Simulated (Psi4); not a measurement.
# [OF2]+ (SMILES F[O+]F): UTPSSh/cc-pVTZ

Aim: the energy change on altering one bond length of [OF2]+ at UTPSSh/cc-pVTZ, from 2 runs. Input form: a Python script.

The results are computed with Psi4 1.11.

1 further run of the same task is left out (it didn't finish).

## (1) The structure to begin with

[OF2]+: 3 atoms, total charge +1, spin state doublet. SMILES: `F[O+]F`. The shape is that of a PBE0-D4/def2-TZVP optimisation.

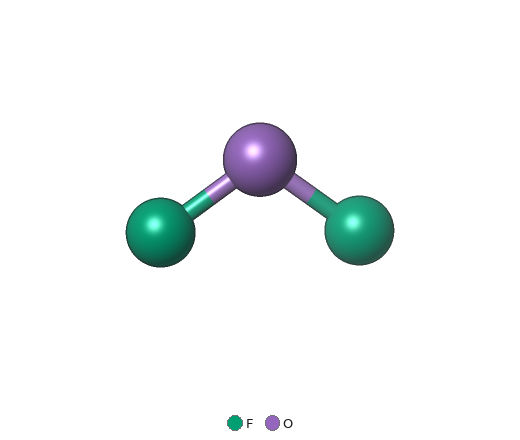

The structure, seen from a chosen angle (fluorine teal, oxygen purple).

## (2) Energy and gradient at UTPSSh/cc-pVTZ

f2o.xyz reads:

```xyz
3
F2O
F      0.920200    -0.309010     0.473410
O      0.000640     0.505210     0.055670
F     -0.920840    -0.196190    -0.529090
```

calc.py reads:

```python
import psi4

psi4.set_memory(2200000000)
psi4.set_num_threads(1)
psi4.core.set_output_file('run.log', False)

with open('f2o.xyz') as f:
    atoms = ''.join(f.readlines()[2:])
m = psi4.geometry('1 2\n' + atoms + 'symmetry c1')

options = {'basis': 'cc-pVTZ', 'reference': 'uks', 'puream': True, 'e_convergence': 1e-09, 'd_convergence': 1e-08, 'scf_type': 'pk', 'dft_radial_points': 99, 'dft_spherical_points': 590, 'maxiter': 100}
psi4.set_options(options)

e_tot, wfn = psi4.gradient("tpssh", return_wfn=True)
psi4.oeprop(wfn, "WIBERG_LOWDIN_INDICES", "QUADRUPOLE", "MULLIKEN_CHARGES")
print('gradient / Eh bohr^-1')
print(e_tot.np.round(6))
print(f'energy = {wfn.energy():.10f} Eh')
```

Command:

```
$ python calc.py
```

run.log:

```text
[...]
  Running in c1 symmetry.
[...]
  Nuclear repulsion =   79.155290775448890
[...]
  Multiplicity = 2
[...]
  Nalpha       = 13
  Nbeta        = 12
[...]
    Number of basis functions: 90
[...]
   @UKS iter   1:  -274.21951430929909    4.47711e-01   5.50932e-03 ADIIS/DIIS
[...]
   @UKS iter  13:  -274.30131275035529   -3.41061e-13   6.11827e-09 DIIS
[...]
   @S^2 Observed:                7.527729398E-01
[...]
    Orbital Energies [Eh]
    ---------------------
    Alpha Occupied:
       1A    -25.111156     2A    -25.111152     3A    -19.765387
       4A     -1.812072     5A     -1.647774     6A     -1.321700
       7A     -1.036828     8A     -1.000372     9A     -0.981616
      10A     -0.851573    11A     -0.809735    12A     -0.808812
      13A     -0.740620
    Alpha Virtual:
      14A     -0.449700    15A     -0.399270    16A      0.184723
      17A      0.193836    18A      0.197078    19A      0.323824
      20A      0.365105    21A      0.393192    22A      0.427501
      23A      0.441233    24A      0.458472    25A      0.558375
[...]
  @UKS Final Energy:  -274.30131275035529
   => Energetics <=
    Nuclear Repulsion Energy =             79.1552907754488899
    One-Electron Energy =                -528.0576554043645956
    Two-Electron Energy =                 200.7433956193498261
    DFT Exchange-Correlation Energy =     -26.1423437407893822
    Empirical Dispersion Energy =           0.0000000000000000
    VV10 Nonlocal Energy =                  0.0000000000000000
    Total Energy =                       -274.3013127503552937
[...]
  -Total Gradient:
     Atom            X                  Y                   Z
    ------   -----------------  -----------------  -----------------
       1       -0.021015692656     0.014591159191    -0.000000000000
       2       -0.001454085034    -0.026823882779    -0.000000000000
       3        0.022470328859     0.012242909645    -0.000000000000
[...]
 Multipole Moments:
 ------------------------------------------------------------------------------------
     Multipole            Electronic (a.u.)      Nuclear  (a.u.)        Total (a.u.)
 ------------------------------------------------------------------------------------
 L = 1.  Multiply by 2.5417464519 to convert [e a0] to [Debye]
 Dipole X            :         -0.0122093            0.0231422            0.0109329
 Dipole Y            :         -0.2256651            0.4280823            0.2024171
 Dipole Z            :         -0.0000000            0.0000000           -0.0000000
 Magnitude           :                                                    0.2027122
 L = 2.  Multiply by 1.3450342976 to convert [e a0^2] to [Debye ang]
 Quadrupole XX       :        -77.4583010           70.6492869           -6.8090141
 Quadrupole XY       :          3.0900203           -3.1978944           -0.1078742
[...]
  Mulliken Charges: (a.u.)
   Center  Symbol    Alpha    Beta     Spin     Total
       1     F     4.48019  4.27501  0.20518  0.24480
       2     O     4.03961  3.44998  0.58963  0.51040
       3     F     4.48019  4.27501  0.20519  0.24480
   Total alpha = 13.00000, Total beta = 12.00000, Total charge =  1.00000
  Wiberg Bond Indices using Orthogonal Lowdin Orbitals:
  Total Bond Index:
  Irrep: 1 Size: 3 x 3
[...]
```

On the terminal:

```text
gradient / Eh bohr^-1
[[-0.021016  0.014591 -0.      ]
 [-0.001454 -0.026824 -0.      ]
 [ 0.02247   0.012243 -0.      ]]
energy = -274.3013127504 Eh
```

Wall time 27 s (1 thread of Intel Xeon 6975P-C (Granite Rapids), shared host); peak memory 1.3 GiB.

## (3) The distorted shape, same level

f2o.xyz reads:

```xyz
3
F2O
F      2.023662    -1.286065     0.974693
O      0.000640     0.505210     0.055670
F     -0.920840    -0.196190    -0.529090
```

run.py reads:

```python
import psi4

psi4.set_memory('2200 MB')
psi4.set_num_threads(1)
psi4.core.set_output_file('output.dat', False)

with open('f2o.xyz') as f:
    atoms = ''.join(f.readlines()[2:])
mol = psi4.geometry('1 2\n' + atoms + 'symmetry c1\nno_reorient\nno_com')

options = {'basis': 'cc-pVTZ', 'reference': 'uks', 'puream': True, 'e_convergence': 1e-09, 'd_convergence': 1e-08, 'scf_type': 'pk', 'dft_radial_points': 99, 'dft_spherical_points': 590, 'maxiter': 100}
psi4.set_options(options)

result, w = psi4.gradient('tpssh', molecule=mol, return_wfn=True)
psi4.oeprop(w, 'WIBERG_LOWDIN_INDICES', 'QUADRUPOLE', 'DIPOLE')
print('gradient / Eh bohr^-1')
print(result.np.round(6))
print(f'energy = {w.energy():.10f} Eh')
```

Command:

```
$ python run.py
```

output.dat:

```text
[...]
  Running in c1 symmetry.
[...]
  Nuclear repulsion =   55.030910770348456
[...]
  Multiplicity = 2
[...]
  Nalpha       = 13
  Nbeta        = 12
[...]
    Number of basis functions: 90
[...]
   @UKS iter   1:  -273.30709688300487    8.58115e-01   1.10185e-02 DIIS/ADIIS
[...]
   @UKS iter  38:  -274.22999657600803   -2.44427e-12   5.61163e-09 DIIS
[...]
   @S^2 Observed:                1.748662624E+00
[...]
    Orbital Energies [Eh]
    ---------------------
    Alpha Occupied:
       1A    -25.132906     2A    -24.981356     3A    -19.673397
       4A     -1.721900     5A     -1.471012     6A     -1.298786
       7A     -0.943752     8A     -0.930148     9A     -0.868376
      10A     -0.795297    11A     -0.740851    12A     -0.716409
      13A     -0.696271
    Alpha Virtual:
      14A     -0.598597    15A     -0.388597    16A      0.189047
      17A      0.210952    18A      0.218835    19A      0.333112
      20A      0.406706    21A      0.431904    22A      0.436849
      23A      0.475254    24A      0.485495    25A      0.544414
[...]
  @UKS Final Energy:  -274.22999657600803
   => Energetics <=
    Nuclear Repulsion Energy =             55.0309107703484557
    One-Electron Energy =                -481.7633303155968747
    Two-Electron Energy =                 178.5389599914528844
    DFT Exchange-Correlation Energy =     -26.0365370222124781
    Empirical Dispersion Energy =           0.0000000000000000
    VV10 Nonlocal Energy =                  0.0000000000000000
    Total Energy =                       -274.2299965760080340
[...]
  -Total Gradient:
     Atom            X                  Y                   Z
    ------   -----------------  -----------------  -----------------
       1       -0.002172735036     0.001139415317    -0.001072874722
       2        0.031094724830     0.022605431705     0.019615849786
       3       -0.028912473060    -0.023751849688    -0.018538496045
[...]
 Multipole Moments:
 ------------------------------------------------------------------------------------
     Multipole            Electronic (a.u.)      Nuclear  (a.u.)        Total (a.u.)
 ------------------------------------------------------------------------------------
 L = 1.  Multiply by 2.5417464519 to convert [e a0] to [Debye]
 Dipole X            :        -18.5370808           18.7659593            0.2288785
 Dipole Y            :         17.3730594          -17.5718357           -0.1987763
 Dipole Z            :         -8.3158239            8.4202171            0.1043932
 Magnitude           :                                                    0.3206171
 L = 2.  Multiply by 1.3450342976 to convert [e a0^2] to [Debye ang]
 Quadrupole XX       :       -163.6336543          158.8709286           -4.7627258
 Quadrupole XY       :         75.7523775          -77.8296608           -2.0772833
[...]
```

Standard output:

```text
gradient / Eh bohr^-1
[[-0.002173  0.001139 -0.001073]
 [ 0.031095  0.022605  0.019616]
 [-0.028912 -0.023752 -0.018538]]
energy = -274.2299965760 Eh
```

Run time: 47 s. Hardware: 1 thread of Intel Xeon 6975P-C (Granite Rapids), shared host; peak memory 1.1 GiB.

## (4) What came out

Level: UTPSSh/cc-pVTZ.

```
                                                         quantity          value
                                        first shape: total energy  -274.30131 Eh
                  first shape: HOMO energy (highest over α and β)      -20.15 eV
                   first shape: LUMO energy (lowest over α and β)      -16.59 eV
                                                first shape: ⟨S²⟩          0.753
                            first shape: largest force on an atom     1.381 eV/Å
                                    distorted shape: total energy  -274.23000 Eh
              distorted shape: HOMO energy (highest over α and β)      -17.47 eV
               distorted shape: LUMO energy (lowest over α and β)      -16.88 eV
                                            distorted shape: ⟨S²⟩          1.749
                        distorted shape: largest force on an atom     2.219 eV/Å
energy change with the F1–O2 bond stretched from 1.297 to 2.854 Å       1.941 eV
```

With the F1–O2 bond stretched from 1.297 to 2.854 Å the energy rises by 1.94 eV (45 kcal/mol). The first shape isn't relaxed at this level, so the change isn't measured from a minimum. The largest force (first shape) is 1.38 eV/Å: the shape isn't a stationary point for this species at this level. Mulliken charges (first shape) run from +0.24 on F1 to +0.51 on O2; they depend strongly on the basis. ⟨S²⟩ (distorted shape) is 1.75 where a pure doublet has 0.75: the reference is spin-contaminated.
